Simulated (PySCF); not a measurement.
C3H2F2O (SMILES FC1=C(F)OC1)

Input file:

```
{"job": {"kind": "uv", "xc": "CAM-B3LYP", "basis": "def2-SVPD", "nstates": 8, "ntriplets": 3}, "charge": 0, "multiplicity": 1}
F      0.837784     1.916636     0.278016
C      0.415699     0.668012     0.096781
C      0.937549    -0.545252    -0.062785
F      2.107807    -1.135549    -0.127051
O     -0.250634    -1.227682    -0.177045
C     -0.944824     0.031370    -0.014579
H     -1.563359     0.027359     0.880892
H     -1.530963     0.274519    -0.898795
```

Launched as:

```sh
OMP_NUM_THREADS=1 python probes_run.py task.json out
```

Geometry: GFN2-xTB.

The calculation used CAM-B3LYP/def2-SVPD, SCF density, gas phase in PySCF.

Q: Predict the electron density and electron localisation function between the atoms.

A: C–F (1.31 Å): ρ is about 2.5 e/Å³ halfway; the ELF peaks at about 0.85 between the atoms; a polar covalent bond.
C–C (1.33 Å): ρ is about 2.2 e/Å³ halfway; the ELF peaks at about 0.90 between the atoms; a short, multiple covalent bond.
C–O (1.37 Å): ρ is about 2.3 e/Å³ halfway, with its minimum of 2 e/Å³ about 0.5 Å from C; the ELF peaks at about 0.90 between the atoms; a shared but strongly polarised pair.
C–O (1.45 Å): the density is about 1.9 e/Å³ at the midpoint, with its minimum of 1.6 e/Å³ about 0.5 Å from C; the ELF peaks at about 0.90 between the atoms; a shared but strongly polarised pair.

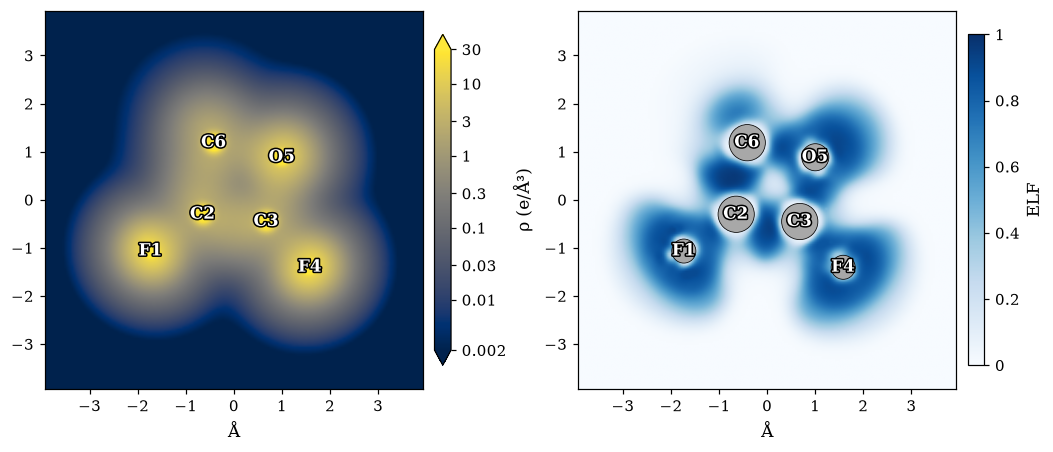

Computed electron density and electron localisation function on the plane of atoms F1, C2 and C3, in this order. Grey discs cover the atomic cores in the ELF map. 
